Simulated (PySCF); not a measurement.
System: P4Se4 (P4Se4 realgar).

The calculation's input:

```
{"job": {"kind": "uv", "xc": "PBE0", "basis": "def2-SVPD", "ip": false, "nstates": 10}, "charge": 0, "multiplicity": 1}
P      1.240038    -1.301266    -0.619293
Se     1.893492     0.799599    -1.164831
P      0.130464     1.852435    -0.212771
Se     0.661612     1.205557     1.892305
P      0.355516    -1.011170     1.543742
Se    -1.866884    -0.813703     1.139488
P     -1.654536     0.415126    -0.750948
Se    -0.621472    -1.232248    -1.911402
```

Command:

```sh
OMP_NUM_THREADS=1 python probes_run.py task.json out
```

Geometry: PBE0-D3(BJ)/def2-SVP.

Method: PySCF 2.14.0, PBE0/def2-SVPD, SCF density, gas phase.

**What will maps of the electron density and electron localisation function show?**

P–Se (2.27 Å): the density is about 0.74 e/Å³ at the midpoint; the ELF peaks at about 0.85 between the atoms: a shared electron pair.
P–P (2.35 Å): the density is about 0.62 e/Å³ at the midpoint; the ELF peaks at about 0.90 between the atoms, as expected for a shared electron pair.

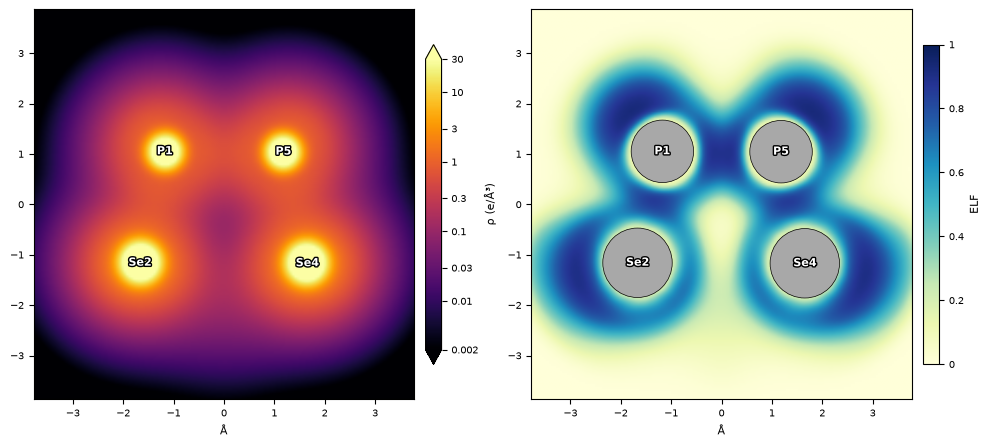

Computed electron density and electron localisation function on the plane of atoms P1, P5 and Se4, in this order. Grey discs cover the atomic cores in the ELF map. 
